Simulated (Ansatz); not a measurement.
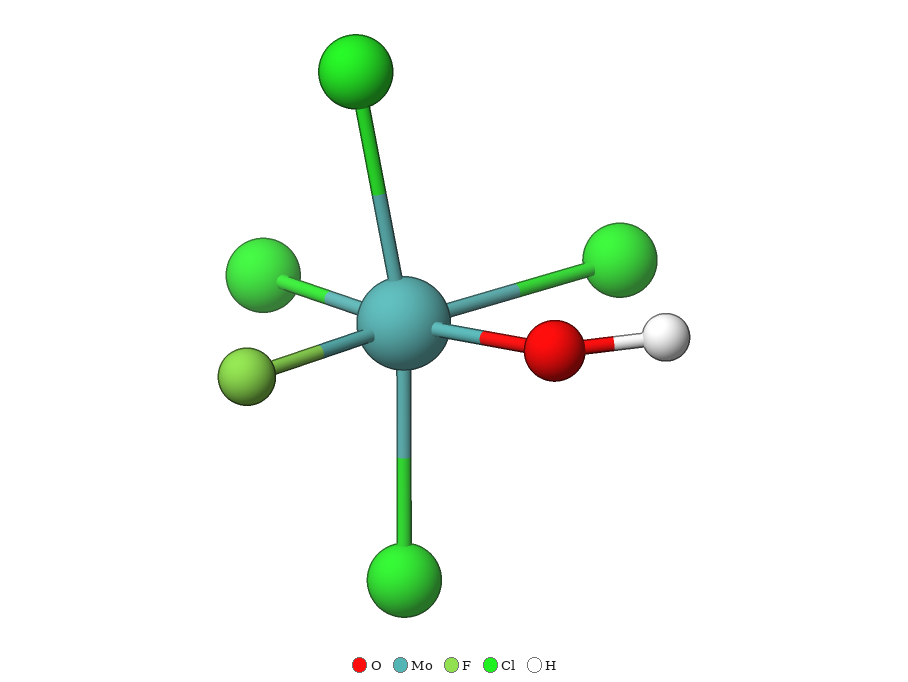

The species is neutral and a spin singlet. The geometry was computed by an optimisation with PBE0-D4/def2-TZVP.

Question: What is the molecular formula?

Answer: Cl₄FHMoO, 8 atoms: 4 chlorine, 1 fluorine, 1 hydrogen, 1 molybdenum and 1 oxygen.

Question: Which point group does it belong to?

Answer: Cs.

More results for the same structure follow; atom numbers are the same in all pictures, views and colours differ.

## Shape

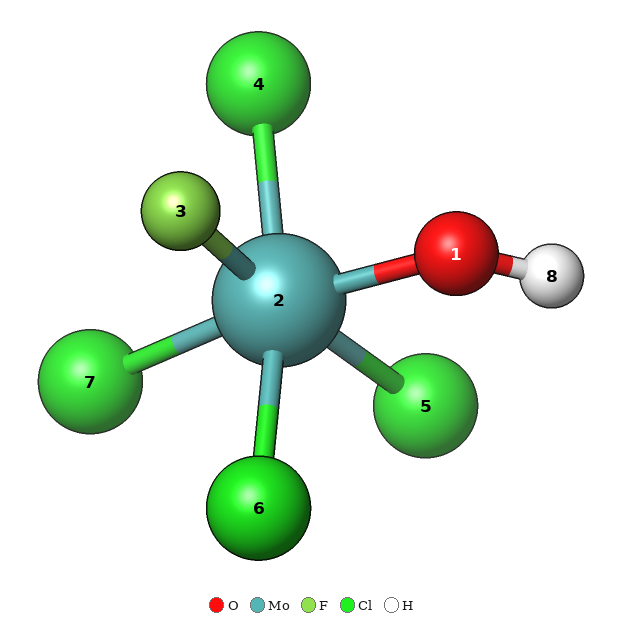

Numbered structure.

Question: Describe the coordination of atom 2.

Answer: Mo2 has 6 neighbours (O1 at 1.83, F3 at 1.84, Cl4 at 2.28, Cl5 at 2.33, Cl6 at 2.28, Cl7 at 2.27 Å); the arrangement is octahedral.

Question: How are the neighbours of atom 1 arranged?

Answer: O1 has 2 neighbours (Mo2 at 1.83, H8 at 0.96 Å); the arrangement is bent.

## Dipole moment

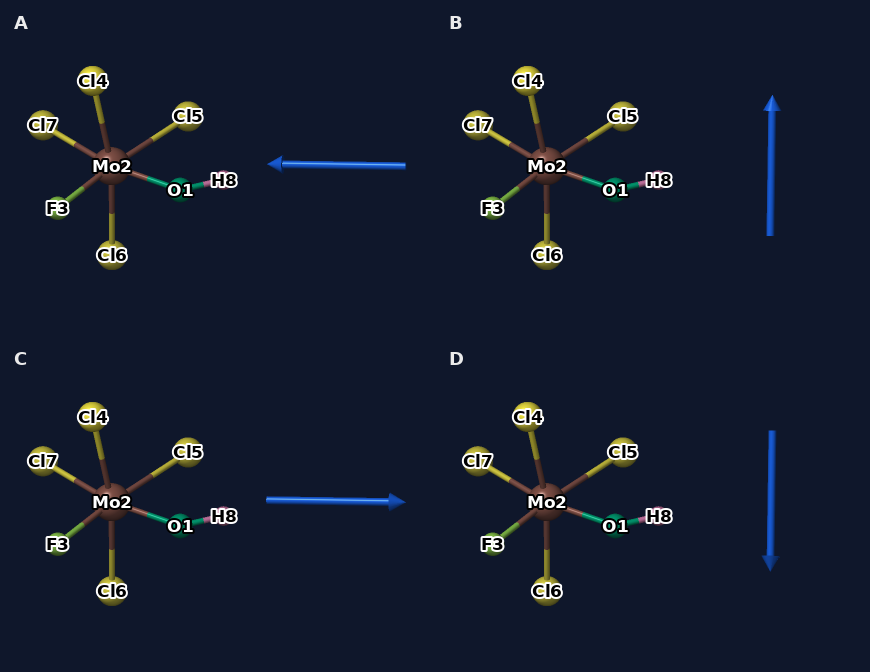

The same molecule four times, each with an arrow. Level of theory: RKS PBE0-D4/def2-TZVP, core potentials on Mo (Ansatz 0.2.0).

Question: Which arrow points along the dipole moment, from the negative to the positive end?

Answer: C. The dipole moment is 2.04 D; it points from the side of Cl7 to the side of H8 (the outermost atoms at the two ends).

## Vibrations

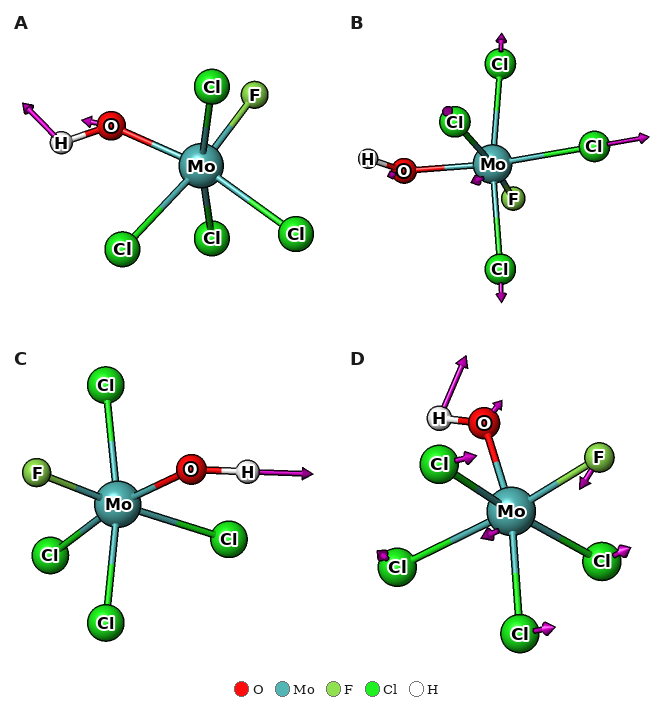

4 normal modes of one molecule or complex, as arrows. Harmonic vibrations computed with RKS PBE0-D4/def2-TZVP, core potentials on Mo (Ansatz 0.2.0) at a stationary point of the same level.

Question: Match the panels to the wavenumbers 171 cm⁻¹, 409 cm⁻¹, 758 cm⁻¹, 3829 cm⁻¹.

Answer: A: 758 cm⁻¹
B: 409 cm⁻¹, in-phase stretching of 2 Mo–Cl bonds
C: 3829 cm⁻¹, O–H stretching
D: 171 cm⁻¹, angle bending

## Levels of theory compared

Program: Ansatz 0.2.0.

At this fixed geometry, give HOMO–LUMO gap (eV) at these levels: B3LYP-D4/def2-TZVPP; BLYP-D4/def2-TZVPP; PBE0-D4/def2-QZVPP; SPW92 (LDA)/def2-TZVPP; ωB97M-V/def2-QZVPP; ωB97M-V/def2-TZVPP; ωB97X-V/def2-TZVPP.

```json
{"level": "B3LYP-D4/def2-TZVPP", "HOMO–LUMO gap (eV)": "3.17"}
{"level": "BLYP-D4/def2-TZVPP", "HOMO–LUMO gap (eV)": "1.77"}
{"level": "PBE0-D4/def2-QZVPP", "HOMO–LUMO gap (eV)": "3.59"}
{"level": "SPW92 (LDA)/def2-TZVPP", "HOMO–LUMO gap (eV)": "1.79"}
{"level": "ωB97M-V/def2-QZVPP", "HOMO–LUMO gap (eV)": "7.63"}
{"level": "ωB97M-V/def2-TZVPP", "HOMO–LUMO gap (eV)": "7.61"}
{"level": "ωB97X-V/def2-TZVPP", "HOMO–LUMO gap (eV)": "7.72"}
```
